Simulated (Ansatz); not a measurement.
# C₂H₆O₂Si: from a rough start to a stationary point

The task is to find a stationary geometry of C₂H₆O₂Si, then compute its harmonic vibrations to see whether it is a minimum and to get the zero-point energy and entropy, and look at its orbitals and charge.

The runs use Ansatz 0.2.0, Gaussian basis; RKS PBE0-D4/def2-TZVP.

Plan: relaxation at PBE-D4/def2-SVP; relaxation at PBE0-D4/def2-TZVP; harmonic vibrations at the same level; a single point in def2-TZVPP for the fields.

## 1. Starting geometry

SMILES `C[SiH](O)C=O`, 11 atoms, charge 0, spin multiplicity 1.

Atoms are counted from 1 here; the program's logs count them from 0.

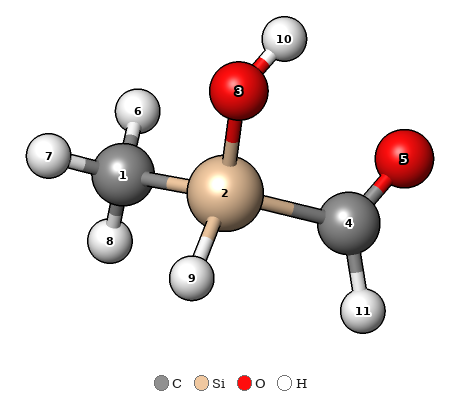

Start geometry, drawn with carbon grey, silicon light orange, oxygen red, hydrogen white; atoms are numbered from 1 in the order of the file.

As a file:

```xyz
11
charge 0, multiplicity 1
C    -0.6611    1.1619    0.5915
Si    0.2373   -0.3879    0.4028
O     1.8564   -0.1146    0.4769
C    -0.1794   -1.2473   -1.1994
O     0.3542   -0.9769   -2.2363
H    -0.4763    1.9098   -0.2404
H    -0.4353    1.7082    1.5252
H    -1.7493    1.0381    0.5624
H    -0.1134   -1.2334    1.5979
H     2.3118    0.0789   -0.3416
H    -1.0794   -1.9939   -1.1183
```

The start is a force-field geometry with small random shifts, so a cheaper pass at PBE-D4/def2-SVP comes first.

## 2. Relaxation at PBE-D4/def2-SVP (cheap first pass)

in.yaml reads:

```yaml
crystal:
  periodic: [false, false, false]
  atoms:
    - {symbol: C, position_ang: [-0.661100, 1.161900, 0.591500]}
    - {symbol: Si, position_ang: [0.237300, -0.387900, 0.402800]}
    - {symbol: O, position_ang: [1.856400, -0.114600, 0.476900]}
    - {symbol: C, position_ang: [-0.179400, -1.247300, -1.199400]}
    - {symbol: O, position_ang: [0.354200, -0.976900, -2.236300]}
    - {symbol: H, position_ang: [-0.476300, 1.909800, -0.240400]}
    - {symbol: H, position_ang: [-0.435300, 1.708200, 1.525200]}
    - {symbol: H, position_ang: [-1.749300, 1.038100, 0.562400]}
    - {symbol: H, position_ang: [-0.113400, -1.233400, 1.597900]}
    - {symbol: H, position_ang: [2.311800, 0.078900, -0.341600]}
    - {symbol: H, position_ang: [-1.079400, -1.993900, -1.118300]}
basis:
  gaussian: {orbitals: def2-SVP}
hamiltonian: {xc: pbe, dispersion: d4}
relax: {f_tol: 0.03, max_steps: 200}
```

The run is started by

```sh
ansatz run in.yaml --threads 4 --pin off --events-out ev --progress --plain --max-ram 10444MiB
```

Standard output, cut to the lines that bear on the results:

```text
Functional definition: PBE
  name "PBE"
  cite "Perdew, Burke & Ernzerhof, Phys. Rev. Lett. 77, 3865 (1996) doi:10.1103/PhysRevLett.77.3865"
  parent pbe
[...]
1146 factors; their error is unknown
[...]
mean field -14125.28475801 eV, -519.0946403949 hartree, gradient 3.0e-5 eV, S^2 0.000000; 0 other end points of the search recorded, 0 dependent functions left out
[...]
reference -14125.28479121 eV, -519.0946416151 hartree; 24, 24 occupied and 80, 80 virtual orbitals, 1146 factors
relax step   1: F+E_penalty+E_count = -14125.50019219 eV  Δ(F+E_penalty+E_count) = +0.000e0 eV  max|allowed force component| = 2.235e0 eV/Å  Δτ_max = 0.0000 Å  (28 SCF iters, accepted)
[...]
relax step   4: F+E_penalty+E_count = -14125.79364932 eV  Δ(F+E_penalty+E_count) = -6.430e-2 eV  max|allowed force component| = 5.850e-1 eV/Å  Δτ_max = 0.2000 Å  (35 SCF iters, accepted)
[...]
relax step   7: F+E_penalty+E_count = -14125.84593190 eV  Δ(F+E_penalty+E_count) = -2.039e-2 eV  max|allowed force component| = 9.562e-1 eV/Å  Δτ_max = 0.1928 Å  (35 SCF iters, accepted)
[...]
relax step  10: F+E_penalty+E_count = -14125.88086201 eV  Δ(F+E_penalty+E_count) = -4.065e-3 eV  max|allowed force component| = 1.397e-1 eV/Å  Δτ_max = 0.0697 Å  (30 SCF iters, accepted)
[...]
relax step  13: F+E_penalty+E_count = -14125.88412167 eV  Δ(F+E_penalty+E_count) = -4.198e-4 eV  max|allowed force component| = 1.203e-2 eV/Å  Δτ_max = 0.0119 Å  (30 SCF iters, accepted)
1146 factors; their error is unknown
mean field -14125.67138917 eV, -519.1088488280 hartree, gradient 2.5e-5 eV, S^2 0.000000; 1 other end points of the search recorded, 0 dependent functions left out
[...]
reference -14125.67142290 eV, -519.1088500678 hartree; 24, 24 occupied and 80, 80 virtual orbitals, 1146 factors
Total energy: -14125.88415540 eV, -519.1166678428 hartree
Atom 0 at    -0.790714     1.252697     0.671727 Å, force    -0.003295     0.001077     0.012032 eV/Å
Atom 1 at     0.259635    -0.293371     0.488303 Å, force     0.005610     0.009451     0.000797 eV/Å
Atom 2 at     1.890045     0.034713     0.270149 Å, force    -0.011757    -0.002692     0.001455 eV/Å
Atom 3 at    -0.116353    -1.218946    -1.182448 Å, force     0.001568     0.007642     0.004266 eV/Å
Atom 4 at     0.830262    -1.346847    -1.952073 Å, force    -0.001455    -0.005330    -0.003763 eV/Å
Atom 5 at    -0.681747     1.920160    -0.206403 Å, force     0.004640    -0.008137    -0.001657 eV/Å
Atom 6 at    -0.485263     1.821288     1.574089 Å, force    -0.000415    -0.001536    -0.001693 eV/Å
Atom 7 at    -1.862413     0.987924     0.786754 Å, force     0.004034    -0.002315    -0.002514 eV/Å
Atom 8 at     0.014397    -1.226527     1.646707 Å, force     0.000295     0.005718    -0.008767 eV/Å
Atom 9 at     2.141689    -0.363263    -0.595711 Å, force    -0.000868    -0.000915     0.000599 eV/Å
Atom 10 at    -1.134037    -1.624929    -1.480395 Å, force     0.001643    -0.002965    -0.000755 eV/Å
Dipole moment:    -0.464180     0.073654     0.069487 e Å
```

Run time: 13 s. Hardware: 4 threads of Arm Neoverse V2, shared host.

Along the way: (the energy doesn't fall at every step)

```
step  energy from step 1 (eV)  largest force component (eV/Å)
   1                   0.0000                          2.2353
   2                  -0.1930                          1.2569
   3                  -0.2292                          1.8437
   4                  -0.2935                          0.5850
   5                  -0.3076                          0.3363
   6                  -0.3254                          0.1985
   7                  -0.3457                          0.9562
   8                  -0.3640                          0.4778
   9                  -0.3766                          0.1267
  10                  -0.3807                          0.1397
  11                  -0.3835                          0.0414
  12                  -0.3813                          0.1250
  13                  -0.3839                          0.0120
```

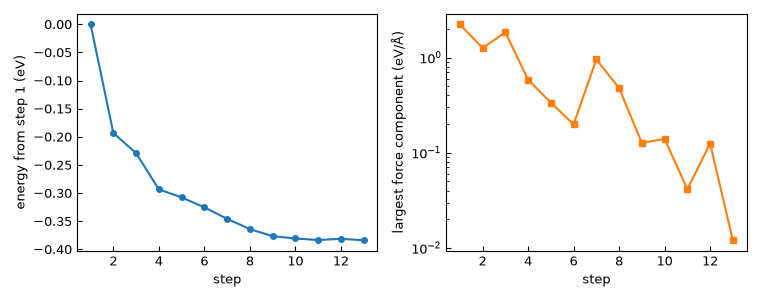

Energy and force, step by step.

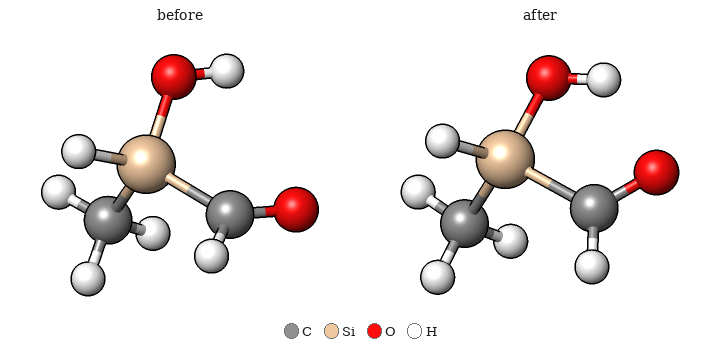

Before and after, at one scale.

Close pairs (by a distance rule), those that changed most:

```
  bond  before (Å)  after (Å)  change (Å)
Si2–C4       1.865      1.947      +0.081
C1–Si2       1.801      1.878      +0.077
C4–H11       1.172      1.135      -0.037
Si2–O3       1.644      1.677      +0.034
 C4–O5       1.197      1.227      +0.030
O3–H10       0.956      0.986      +0.029
 C1–H6       1.134      1.108      -0.025
 C1–H8       1.096      1.110      +0.014
```

## 3. Optimising with PBE0-D4/def2-TZVP

in.yaml reads:

```yaml
crystal:
  periodic: [false, false, false]
  atoms:
    - {symbol: C, position_ang: [-0.790714, 1.252697, 0.671727]}
    - {symbol: Si, position_ang: [0.259635, -0.293371, 0.488303]}
    - {symbol: O, position_ang: [1.890045, 0.034713, 0.270149]}
    - {symbol: C, position_ang: [-0.116353, -1.218946, -1.182448]}
    - {symbol: O, position_ang: [0.830262, -1.346847, -1.952073]}
    - {symbol: H, position_ang: [-0.681747, 1.920160, -0.206403]}
    - {symbol: H, position_ang: [-0.485263, 1.821288, 1.574089]}
    - {symbol: H, position_ang: [-1.862413, 0.987924, 0.786754]}
    - {symbol: H, position_ang: [0.014397, -1.226527, 1.646707]}
    - {symbol: H, position_ang: [2.141689, -0.363263, -0.595711]}
    - {symbol: H, position_ang: [-1.134037, -1.624929, -1.480395]}
basis:
  gaussian: {orbitals: def2-TZVP}
hamiltonian: {xc: pbe0, dispersion: d4}
relax: {f_tol: 0.005, max_steps: 150}
```

The command is unchanged.

Standard output, cut to the lines that bear on the results:

```text
Functional definition: PBE0
  name "PBE0"
  cite "Adamo & Barone, J. Chem. Phys. 110, 6158 (1999) doi:10.1063/1.478522"
  cite "Perdew, Burke & Ernzerhof, Phys. Rev. Lett. 77, 3865 (1996) doi:10.1103/PhysRevLett.77.3865"
  parent pbe
[...]
1194 factors; their error is unknown
[...]
mean field -14136.89498098 eV, -519.5213082193 hartree, gradient 4.4e-5 eV, S^2 0.000000; 0 other end points of the search recorded, 0 dependent functions left out
[...]
reference -14136.89501306 eV, -519.5213093983 hartree; 24, 24 occupied and 173, 173 virtual orbitals, 1194 factors
relax step   1: F+E_penalty+E_count = -14137.07429315 eV  Δ(F+E_penalty+E_count) = +0.000e0 eV  max|allowed force component| = 1.073e0 eV/Å  Δτ_max = 0.0000 Å  (30 SCF iters, accepted)
[...]
Atom 1 at     0.265437    -0.286893     0.455358 Å, force    -0.001231    -0.000460     0.000194 eV/Å
Atom 2 at     1.858147     0.067673     0.295751 Å, force     0.000526     0.001749    -0.001263 eV/Å
Atom 3 at    -0.143705    -1.216162    -1.180104 Å, force    -0.000347    -0.000546     0.000065 eV/Å
Atom 4 at     0.753669    -1.390785    -1.974661 Å, force     0.000779     0.000357    -0.000306 eV/Å
Atom 5 at    -0.667485     1.907792    -0.196533 Å, force     0.002073     0.000003    -0.000703 eV/Å
Atom 6 at    -0.483624     1.778248     1.558384 Å, force     0.000055     0.001908     0.001543 eV/Å
Atom 7 at    -1.835097     0.970575     0.757068 Å, force    -0.001668    -0.000501     0.000992 eV/Å
Atom 8 at     0.023592    -1.223386     1.587911 Å, force    -0.000404     0.000143    -0.000372 eV/Å
Atom 9 at     2.235209    -0.300345    -0.511982 Å, force    -0.000881    -0.000306     0.000727 eV/Å
Atom 10 at    -1.161532    -1.599610    -1.427460 Å, force    -0.000049     0.000530     0.000404 eV/Å
Dipole moment:    -0.433128     0.105601     0.131625 e Å
```

Wall time 25 s (4 threads of Arm Neoverse V2, shared host); peak memory 0.47 GiB.

Step by step:

```
step  energy from step 1 (eV)  largest force component (eV/Å)
   1                   0.0000                          1.0729
   2                  -0.0617                          0.6222
   3                  -0.0714                          0.3054
   4                  -0.0738                          0.2576
   5                  -0.0771                          0.2310
   6                  -0.0815                          0.0615
   7                  -0.0816                          0.0259
   8                  -0.0818                          0.0133
   9                  -0.0818                          0.0029
```

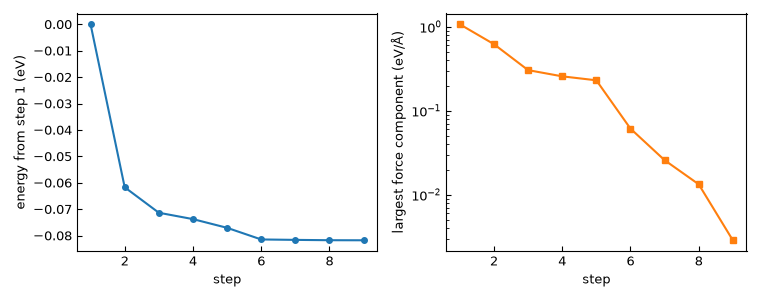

Energy and largest force along the relaxation.

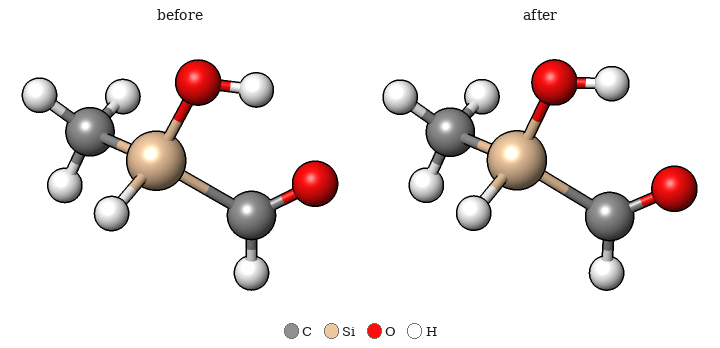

Before and after, at one scale.

Distances of close pairs at the start and the end, largest changes first:

```
  bond  before (Å)  after (Å)  change (Å)
Si2–O3       1.677      1.639      -0.038
Si2–C4       1.947      1.925      -0.022
O3–H10       0.986      0.964      -0.021
C1–Si2       1.878      1.857      -0.021
C4–H11       1.135      1.115      -0.020
Si2–H9       1.508      1.489      -0.018
 C1–H7       1.109      1.093      -0.017
 C1–H8       1.110      1.093      -0.017
```

Mulliken charges at the end point, from the run's report:

```
atom  value (e)
  C1      -0.50
 Si2       0.45
  O3      -0.53
  C4       0.05
  O5      -0.29
  H6       0.15
  H7       0.15
  H8       0.14
  H9      -0.04
 H10       0.33
 H11       0.08
```

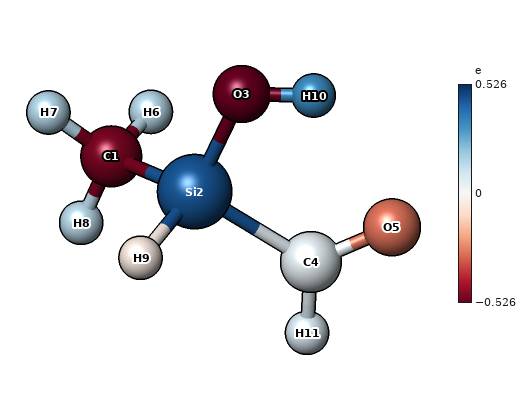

Mulliken charges at the end point, from the run's report, as colours on the atoms.

## 4. Force constants and modes

in.yaml reads:

```yaml
crystal:
  periodic: [false, false, false]
  atoms:
    - {symbol: C, position_ang: [-0.779111, 1.235793, 0.656967]}
    - {symbol: Si, position_ang: [0.265437, -0.286893, 0.455358]}
    - {symbol: O, position_ang: [1.858147, 0.067673, 0.295751]}
    - {symbol: C, position_ang: [-0.143705, -1.216162, -1.180104]}
    - {symbol: O, position_ang: [0.753669, -1.390785, -1.974661]}
    - {symbol: H, position_ang: [-0.667485, 1.907792, -0.196533]}
    - {symbol: H, position_ang: [-0.483624, 1.778248, 1.558384]}
    - {symbol: H, position_ang: [-1.835097, 0.970575, 0.757068]}
    - {symbol: H, position_ang: [0.023592, -1.223386, 1.587911]}
    - {symbol: H, position_ang: [2.235209, -0.300345, -0.511982]}
    - {symbol: H, position_ang: [-1.161532, -1.599610, -1.427460]}
basis:
  gaussian: {orbitals: def2-TZVP}
hamiltonian: {xc: pbe0, dispersion: d4}
phonons: {temperatures: {t_min: 298.15, t_max: 900, t_step: 200}}
```

Launched as before.

Standard output, cut to the lines that bear on the results:

```text
Functional definition: PBE0
  name "PBE0"
  cite "Adamo & Barone, J. Chem. Phys. 110, 6158 (1999) doi:10.1063/1.478522"
  cite "Perdew, Burke & Ernzerhof, Phys. Rev. Lett. 77, 3865 (1996) doi:10.1103/PhysRevLett.77.3865"
  parent pbe
[...]
1194 factors; their error is unknown
[...]
mean field -14136.97591568 eV, -519.5242825147 hartree, gradient 5.4e-5 eV, S^2 0.000000; 0 other end points of the search recorded, 0 dependent functions left out
[...]
reference -14136.97594759 eV, -519.5242836876 hartree; 24, 24 occupied and 173, 173 virtual orbitals, 1194 factors
[...]
1194 factors; their error is unknown
mean field -14136.97575868 eV, -519.5242767450 hartree, gradient 2.7e-6 eV, S^2 0.000000; 0 other end points of the search recorded, 0 dependent functions left out
[...]
reference -14136.97579059 eV, -519.5242779179 hartree; 24, 24 occupied and 173, 173 virtual orbitals, 1194 factors
[...]
Atom 4 at     0.753669    -1.390785    -1.974661 Å, force     0.000777     0.000340    -0.000346 eV/Å
Atom 5 at    -0.667485     1.907792    -0.196533 Å, force     0.002069    -0.000010    -0.000701 eV/Å
Atom 6 at    -0.483624     1.778248     1.558384 Å, force     0.000060     0.001901     0.001536 eV/Å
Atom 7 at    -1.835097     0.970575     0.757068 Å, force    -0.001692    -0.000478     0.001011 eV/Å
Atom 8 at     0.023592    -1.223386     1.587911 Å, force    -0.000407     0.000138    -0.000377 eV/Å
Atom 9 at     2.235209    -0.300345    -0.511982 Å, force    -0.000940    -0.000299     0.000749 eV/Å
Atom 10 at    -1.161532    -1.599610    -1.427460 Å, force    -0.000057     0.000516     0.000388 eV/Å
Dipole moment:    -0.433128     0.105601     0.131623 e Å
Vibrations: 84.66 142.65 163.88 197.83 262.31 388.78 419.69 607.89 634.75 697.38 758.29 808.66 886.02 909.79 934.43 959.87 1276.81 1385.34 1442.28 1447.66 1757.33 2204.37 2845.70 3051.20 3134.76 3143.46 3826.87 cm⁻¹, zero-point energy 2.130834 eV
```

It took 1.8 min on 4 threads of Arm Neoverse V2, shared host; peak memory 0.5 GiB.

Motions are named by where the mode's potential energy lies. The modes, unscaled (a negative number is an imaginary wavenumber):

```
mode  cm⁻¹                  motion
   1    85                 torsion
   2   143                 torsion
   3   164       torsion with bend
   4   198       bend with torsion
   5   262       torsion with bend
   6   389                 torsion
   7   420  bend with Si–C stretch
   8   608  wag or twist with bend
   9   635  bend with Si–C stretch
  10   697  Si–C stretch with bend
  11   758  bend with Si–C stretch
  12   809  bend with wag or twist
  13   886  bend with wag or twist
  14   910  wag or twist with bend
  15   934  bend with Si–O stretch
  16   960  bend with Si–O stretch
  17  1277                    bend
  18  1385                    bend
  19  1442                    bend
  20  1448                    bend
  21  1757             C–O stretch
  22  2204            Si–H stretch
  23  2846             C–H stretch
  24  3051             C–H stretch
  25  3135             C–H stretch
  26  3143             C–H stretch
  27  3827             O–H stretch
```

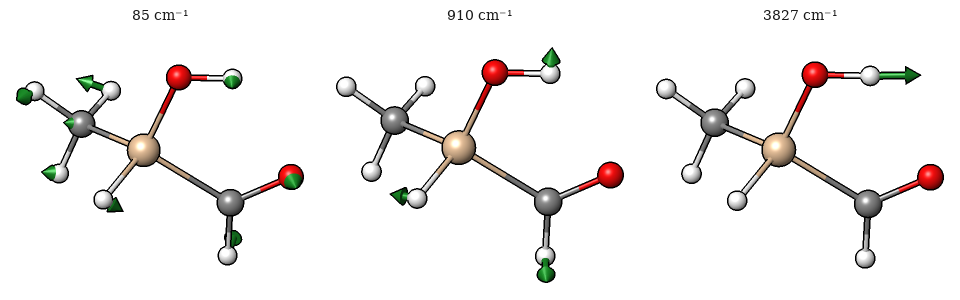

Displacements of 3 modes, as arrows.

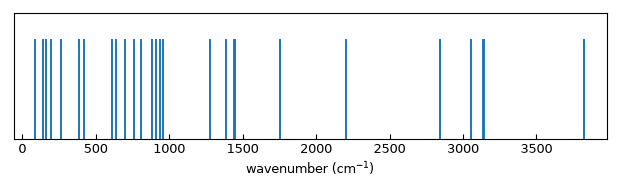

The harmonic wavenumbers as sticks (no intensities were computed).

From these modes and the moments of inertia (298.15 K, 1 bar, symmetry number 1):

```
                term            value
   zero-point energy    49.1 kcal/mol
          H(298) − E    54.3 kcal/mol
entropy, translation  165.0 J/(mol K)
   entropy, rotation  110.8 J/(mol K)
  entropy, vibration   70.8 J/(mol K)
      entropy, total  346.6 J/(mol K)
```

## 5. Orbitals, density and potential

in.yaml, as its differences from that of step 4:

```diff
@@ -15,4 +15,4 @@
 basis:
-  gaussian: {orbitals: def2-TZVP}
+  gaussian: {orbitals: def2-TZVPP}
 hamiltonian: {xc: pbe0, dispersion: d4}
-phonons: {temperatures: {t_min: 298.15, t_max: 900, t_step: 200}}
+output: {orbitals: {seedname: orbitals}}
```

The command is unchanged.

Standard output:

```text
Functional definition: PBE0
  name "PBE0"
  cite "Adamo & Barone, J. Chem. Phys. 110, 6158 (1999) doi:10.1063/1.478522"
  cite "Perdew, Burke & Ernzerhof, Phys. Rev. Lett. 77, 3865 (1996) doi:10.1103/PhysRevLett.77.3865"
  parent pbe
  parameter a = 0.25
  parameter kappa = 0.804
  parameter beta = 0.06672455060314922
  exchange = (1 - a)*pbe_x(kappa = kappa, mu = beta*pi^2/3) + a*exact_x
  correlation = pbe_c(beta = beta)
1307 factors; their error is unknown
mean field evaluation 1: about -14126.7525 eV, gradient 7.5e1 eV
mean field evaluation 2: about -14115.3094 eV, gradient 1.1e2 eV
mean field evaluation 4: about -14136.9717 eV, gradient 6.3e0 eV
mean field evaluation 8: about -14137.0383 eV, gradient 1.3e-1 eV
mean field evaluation 16: about -14137.0625 eV, gradient 1.3e-4 eV
mean field -14137.06250702 eV, -519.5274646880 hartree, gradient 3.0e-5 eV, S^2 0.000000; 0 other end points of the search recorded, 0 dependent functions left out
reference -14137.06253933 eV, -519.5274658752 hartree; 24, 24 occupied and 226, 226 virtual orbitals, 1307 factors
Total energy: -14137.24270332 eV, -519.5340867799 hartree
```

Run time: 2.4 s. Hardware: 4 threads of Arm Neoverse V2, shared host; peak memory 0.57 GiB.

The fields below are evaluated on a grid from the run's orbitals.

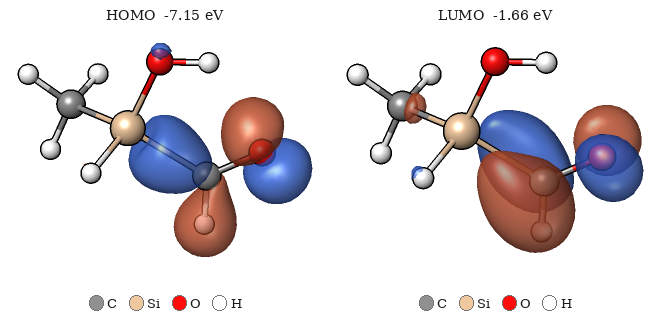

Frontier orbitals at PBE0-D4/def2-TZVPP; each surface holds 70 % of the orbital's density, blue and red mark the sign.

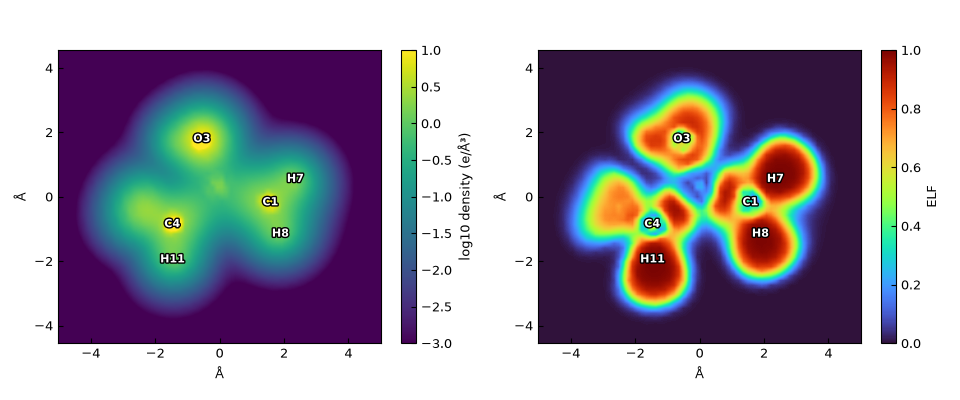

Density (left) and ELF (right) in a plane through or near 6 of the atoms.

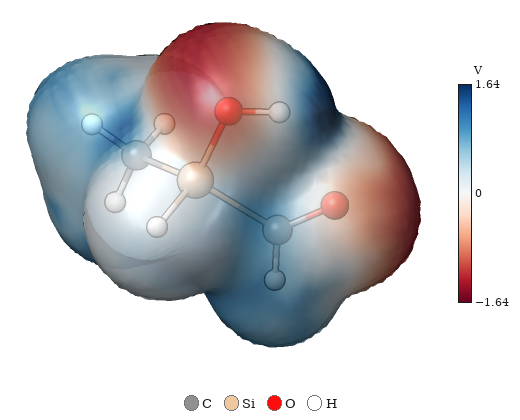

Electrostatic potential on the surface of density 0.002 e/bohr³; red is low, blue high. It runs from -1.29 V near O3 to 1.64 V near H10.

## 6. Summary of results

```
                  quantity            value
               point group               C1
                     steps           13 + 9
shift from the start (rms)          0.310 Å
              total energy   -14137.1561 eV
           dispersion term         -180 meV
             dipole moment           2.23 D
lowest, highest wavenumber    85, 3827 cm⁻¹
         zero-point energy    49.1 kcal/mol
       entropy at 298.15 K  346.6 J/(mol K)
                HOMO, LUMO  -7.15, -1.66 eV
```

In words: The relaxed geometry lies 0.31 Å (rms) from the start; the bond that changed most is Si2–C4, from 1.865 to 1.925 Å. All wavenumbers are real, so the end point is a minimum. The stiffest mode, 3827 cm⁻¹, is an O–H stretch, and 4 modes under 200 cm⁻¹ make the vibrational entropy uncertain. Harmonic hybrid wavenumbers usually lie a few per cent above measured fundamentals. The largest Mulliken charge, -0.53 e, sits on O3. The HOMO lies mostly on O5 50 %; C4 15 % and the LUMO on C4 44 %; O5 31 %.
